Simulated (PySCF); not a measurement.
```xyz
17

C    -1.4858    1.1975   -0.3111
C    -0.8464    0.1195    0.5030
C    -1.2822   -1.3726    0.2586
C     0.1055   -1.6922   -0.2589
C     0.4393   -0.4334   -0.0588
S     1.9027    0.6061   -0.4160
O     1.3603    1.8376   -0.8547
O     2.7487   -0.2073   -1.2097
O     2.4651    0.7460    1.0421
H    -2.3948    1.5650    0.1678
H    -1.7075    0.8675   -1.3229
H    -0.8091    2.0574   -0.3737
H    -0.7786    0.3874    1.5580
H    -1.5262   -1.8984    1.1804
H    -2.0586   -1.4727   -0.4962
H     0.5633   -2.5871   -0.6287
H     3.2972    0.2916    1.2108
```

Geometry: GFN2-xTB.

The calculation used UKS B3LYP, pcH-1 on C H O S, non-relativistic, mean-field spin-orbit, GIAO in PySCF.

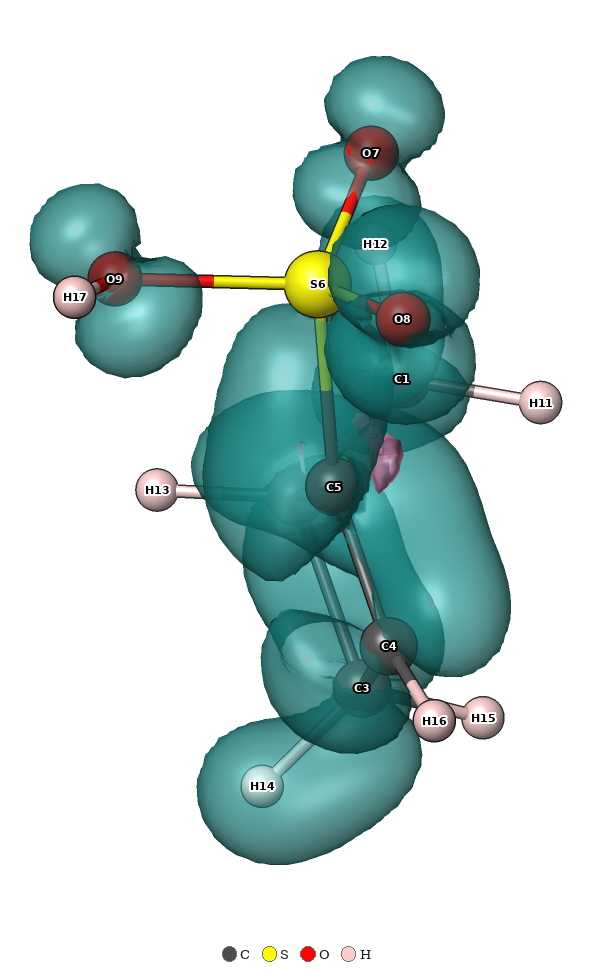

C₅H₈O₃S (SMILES C[C@H]1C[CH+][C]1S(=O)(=O)O) (charge +1, doublet). Isosurfaces of the spin density (α minus β) at +0.02 (teal) and −0.02 e/Å³ (pink), seen at an oblique angle.

> Where is the unpaired spin?

The unpaired spin (1 electron) lies mostly on C5 (about 0.2), C2 (about 0.1), O8 (about 0.1), C4 (about 0.1) and C3 (about 0.1), in electrons by Hirshfeld's partition.
